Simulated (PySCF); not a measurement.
## A study: CH₃NO, SMILES `O=CN`

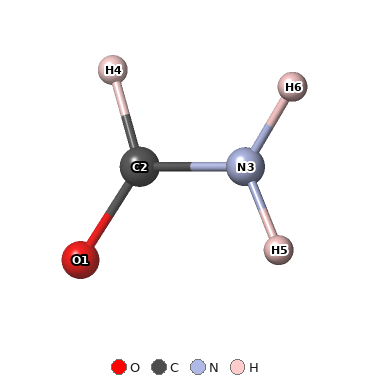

The molecule, with its atoms numbered as below. No frequency check shows the geometry to be a minimum.

Cartesian coordinates (Å):

```
O1       1.1849    0.2440    0.0000
C2       0.1610   -0.3845    0.0000
N3      -1.0725    0.1555    0.0000
H4       0.1310   -1.4901    0.0000
H5      -1.1619    1.1593    0.0000
H6      -1.9064   -0.4029    0.0000
```

Part 1: Bonding charge

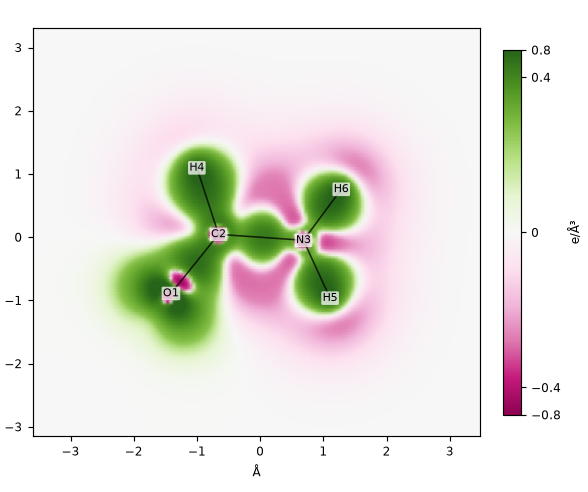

Deformation density (molecule less spherical, spin-averaged free atoms) in the molecular plane; colour scale in e/Å³, logarithmic beyond ±0.1; green: gain, pink: loss.

Method: PBE/6-311G**; geometry: GFN2-xTB; program: PySCF.

Question: How much density has each bond in this plane gained at its critical point, relative to the free atoms?

Answer: N3–H6: +0.79 e/Å³ at the bond critical point (bond length 1.00 Å, Mayer order 0.9). N3–H5: +0.78 e/Å³ at the bond critical point (bond length 1.01 Å, Mayer order 0.9). C2–H4: +0.70 e/Å³ at the bond critical point (bond length 1.11 Å, Mayer order 0.9). O1–C2: +0.59 e/Å³ at the bond critical point (bond length 1.20 Å, Mayer order 2.0). C2–N3: +0.36 e/Å³ at the bond critical point (bond length 1.35 Å, Mayer order 1.2). In all, 1.2 electrons gather in the regions of gain relative to the promolecule.

Question: Where do the Hirshfeld charges lie?

Answer: The highest Hirshfeld charge is on H6 (+0.14 e), the lowest on O1 (−0.27 e).

| atom | charge (e) |
| --- | --- |
| O1 | −0.27 |
| C2 | +0.11 |
| N3 | −0.15 |
| H4 | +0.03 |
| H5 | +0.14 |
| H6 | +0.14 |

Part 2: Local ionisation energy

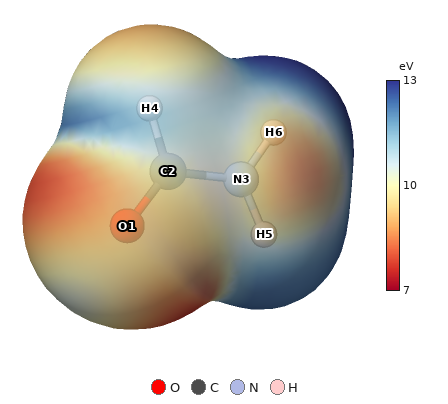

Average local ionisation energy on the surface of electron density 0.001 a.u.

Question: Where are the most loosely bound electrons on this surface?

Answer: The lowest value is 7.7 eV, 1.8 Å from O1. Further minima include 7.9 eV, 1.8 Å from O1; 8.6 eV, off the molecular plane, over N3 (1.9 Å), and at like points elsewhere; 9.0 eV, 1.4 Å from H4. For comparison, the highest occupied orbital lies at −5.7 eV.

Question: What volume does the surface enclose, and what is the dipole moment?

Answer: About 60 Å³; the dipole moment is 3.7 D.

Part 3: Excited states

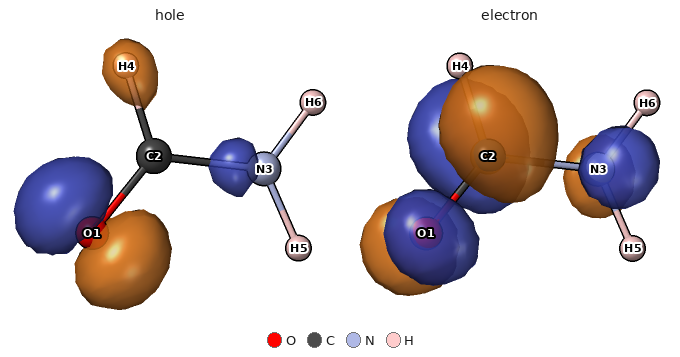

Leading natural transition orbital pair of S₁ (full linear response singlet states); the surfaces enclose about 70 % of each orbital's density.

PySCF calculation, LC-wPBE/def2-SVPD, gas phase; geometry: GFN2-xTB.

Question: Give its energy, strength and character.

Answer: 5.72 eV (217 nm), f = 0.001 (very weak), n → π*; the leading pair carries 100 %; hole on O1 (71 %), C2 (12 %) and H4 (8 %), electron on C2 (46 %), O1 (29 %) and N3 (14 %); their centroids lie 0.7 Å apart. In canonical orbitals it is mainly HOMO → LUMO+1 (98 %). The HOMO–LUMO gap is 12.87 eV.

Part 4: Localised orbitals

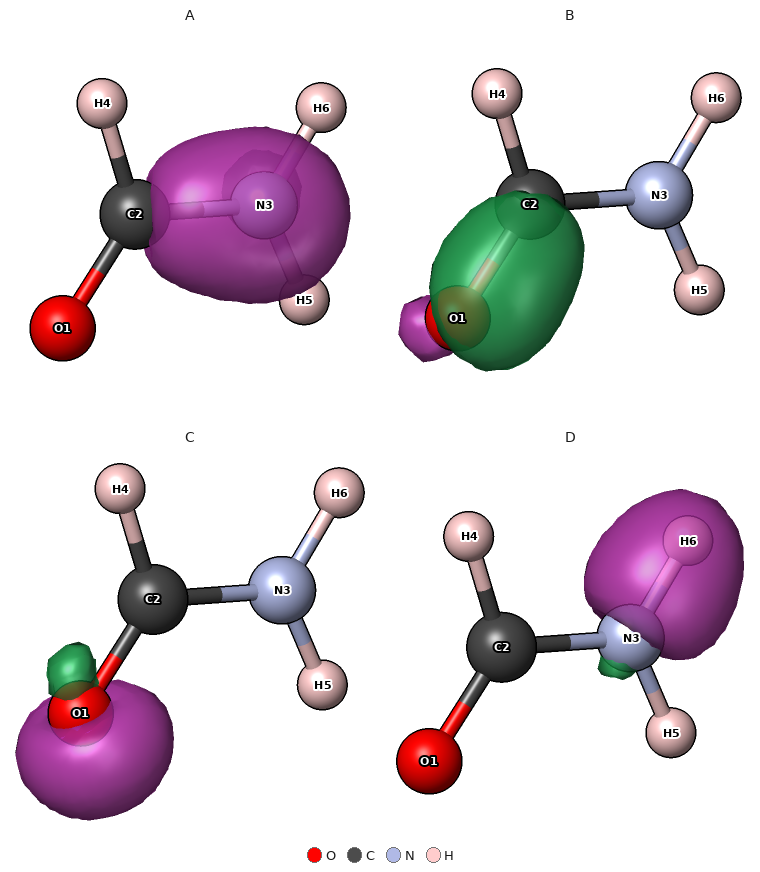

Localised orbitals, occupied; each surface holds about 70 % of the orbital's density. Energies are diagonal elements of the Fock matrix.

Method: HF/6-311G**; geometry: GFN2-xTB; program: PySCF.

Question: Name the orbitals, with their atomic make-up and energies.

Answer: By panel:
- A: bent (banana) bond N3–C2 (N3 73 %, C2 26 %; −20.1 eV)
- B: bent (banana) bond O1–C2 (O1 66 %, C2 33 %; −22.7 eV)
- C: lone pair on O1 (sp1.9-type) (O1 96 %, C2 3 %; −18.4 eV)
- D: σ bond N3–H6 (N3 62 %, H6 38 %; −23.2 eV)

Question: Which localisation scheme gives orbitals like these: Pipek–Mezey, IBO or Foster–Boys?

Answer: Foster–Boys: it mixes σ and π into equivalent bent bonds, while the other two keep them apart.

Question: How do all the valence pairs divide up?

Answer: 9 pairs: 4 bent bonds, 3 σ bonds and 2 lone pairs.

The PySCF runs shown took 4.6 s, 90 s and 0.91 s on 1 thread of Intel(R) Xeon(R) 6975P-C (Granite Rapids), with other jobs on the host.
